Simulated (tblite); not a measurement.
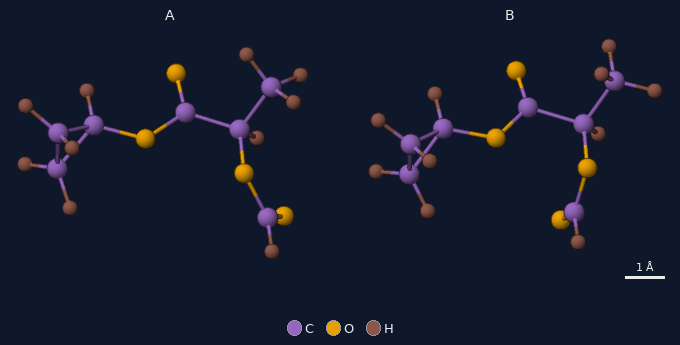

Two geometries of C7H10O4, drawn at one scale. One is the start of a relaxation, the other its converged end. Style: ball-and-stick. Shown at a tilt.

Method: GFN2-xTB geometry optimisation, gas phase (tblite 0.8.0). 

Q: Which one is relaxed?

A: Structure B is the relaxed one. After 184 geometry steps the energy has fallen by 138.0 kJ/mol. The atom that moves furthest after the best rigid fit is an O atom (1.66 Å). By element the largest moves are O 1.66 Å, H 1.13 Å, C 0.89 Å. Near-neighbour distances that change, for instance: C–O 1.289 → 1.195 Å, C–O 1.391 → 1.321 Å, C–O 1.262 → 1.202 Å, C–H 1.061 → 1.103 Å. Bond angles that change, for instance: O–C–H 124.8° → 108.5°, O–C–O 114.7° → 127.0°, C–C–O 121.3° → 111.7°. Groups turn about C–C by about 60°, C–O by about 45°. The run took 1.6 s on 1 thread of Arm Neoverse V1 (shared host).
